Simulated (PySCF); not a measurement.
# H3In, SMILES `[InH3]`: electronic structure

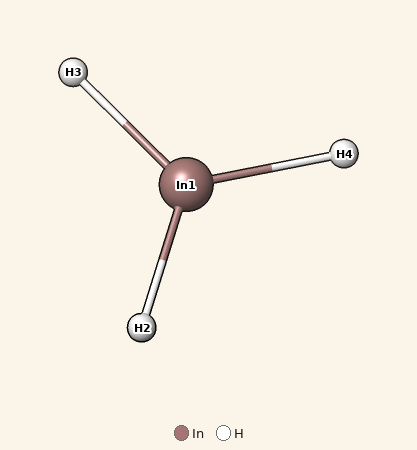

The molecule, with its atoms numbered as below. No frequency check shows the geometry to be a minimum.

Geometry (Å), atoms numbered from 1:

```
In1      0.0000    0.0000    0.0000
H2       0.1872    1.7084    0.0000
H3       1.3859   -1.0163    0.0000
H4      -1.5731   -0.6921    0.0000
```

### 1. Bonding charge

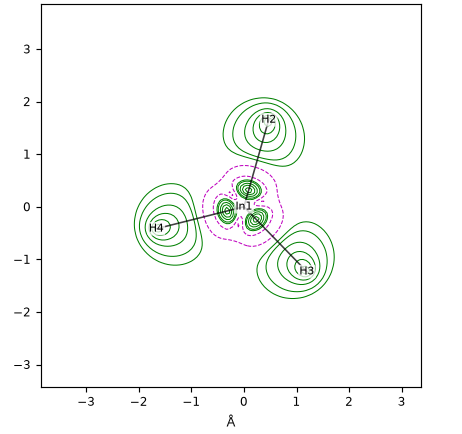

Deformation density (molecule less spherical, spin-averaged free atoms) in the molecular plane; contours at ±0.05 to ±0.8 e/Å³; solid green lines: gain, dashed magenta lines: loss.

Method: PBE/def2-TZVP; geometry: GFN2-xTB; program: PySCF. Core potentials replace the inner electrons of In; spin–orbit coupling isn't included.

How much density has each bond in this plane gained at its critical point, relative to the free atoms?

Answer. In1–H2, In1–H3 and In1–H4: +0.18 e/Å³ at the bond critical point (bond length 1.72 Å, Mayer order 0.9). In all, 0.8 electrons gather in the regions of gain relative to the promolecule.

### 2. Bond critical points

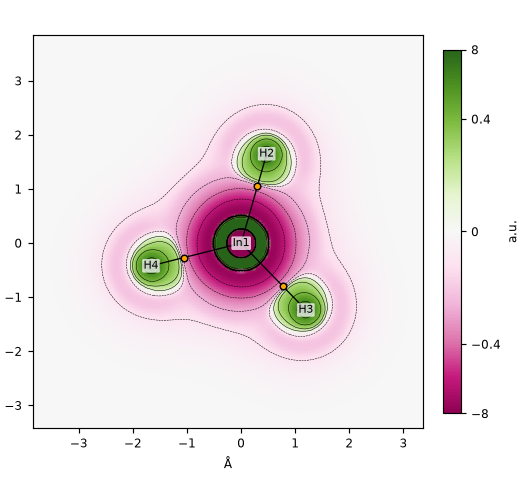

Negative Laplacian of the density (−∇²ρ) in the molecular plane (green positive, pink negative, colour scale in a.u., logarithmic beyond ±0.04), with bond paths and bond critical points (dots).

Sort the bonds in the plane by the sign of ∇²ρ at their critical points.

Answer. At none is it concentrated. Depleted (∇²ρ > 0): In1–H2, In1–H3 and In1–H4 (+0.11 a.u., H = −0.049).

Where along In1–H2 does the critical point lie?

Answer. 1.10 Å from In1 and 0.62 Å from H2.

### 3. Local ionisation energy

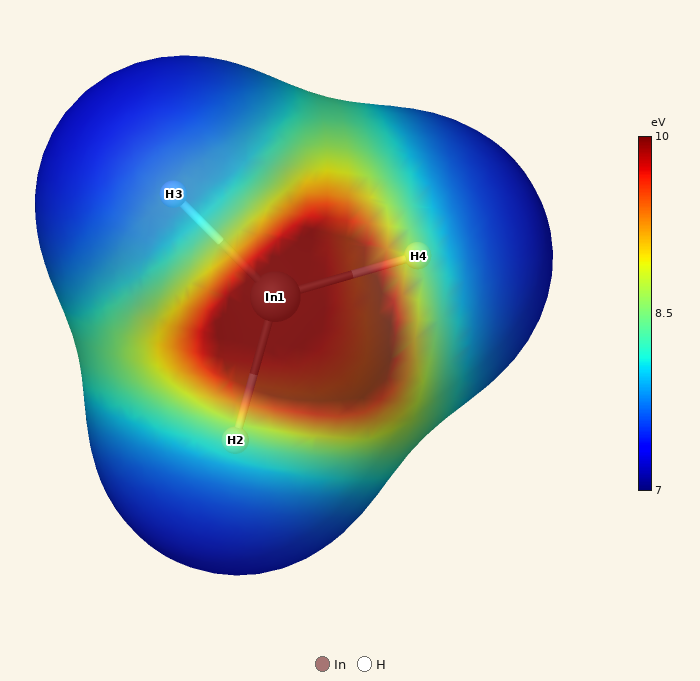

Average local ionisation energy on the surface of electron density 0.001 a.u.

Locate the minima of the map.

Answer. The lowest value is 7.4 eV, 1.6 Å from H2, and at like points elsewhere. For comparison, the highest occupied orbital lies at −7.0 eV.

What volume does the surface enclose, and what is the dipole moment?

Answer. About 70 Å³; the dipole moment is 0.0 D.

### 4. In an electric field

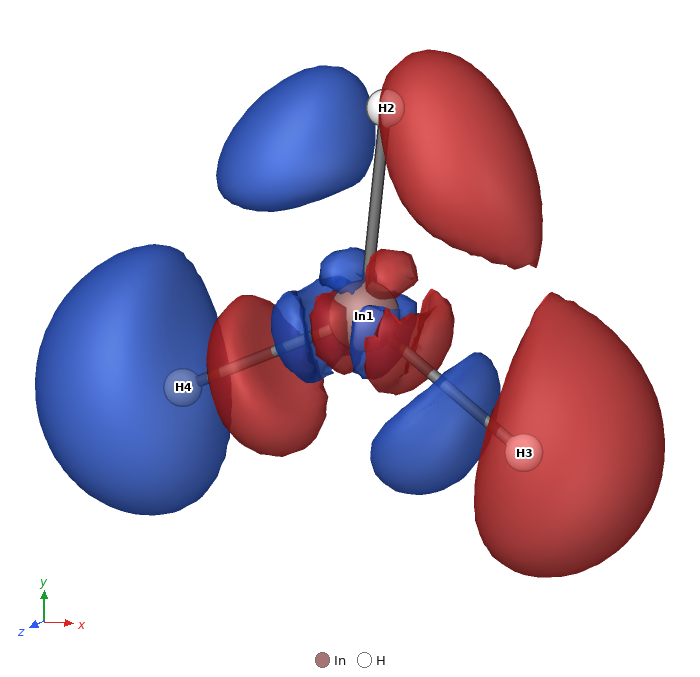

Change of the electron density in a uniform field of 0.21 V/Å, surfaces at ±0.0015 e/Å³ (blue: gain, red: loss).

Computed with PySCF, PBE/def2-TZVP, geometry: GFN2-xTB. Core potentials replace the inner electrons of In; spin–orbit coupling isn't included. A basis without diffuse functions makes polarisabilities too small.

Along which Cartesian direction does the field point?

Answer. Along +x: electrons gather on the −x side, against the field.

What dipole is induced, and what polarisability does it imply?

Answer. The induced dipole is 0.45 D (along the field); α along this axis, from the fields in both directions, is 44 bohr³ (6.6 Å³).

Which atoms gain and lose the most charge?

Answer. Electrons gather most on H4 (Hirshfeld charge changes by −0.015 e) and leave H3 most (+0.013 e); 0.035 electrons are displaced in all.

The PySCF runs shown took 13 s and 7.2 s on 1 thread of Arm Neoverse V2, with other jobs on the host.
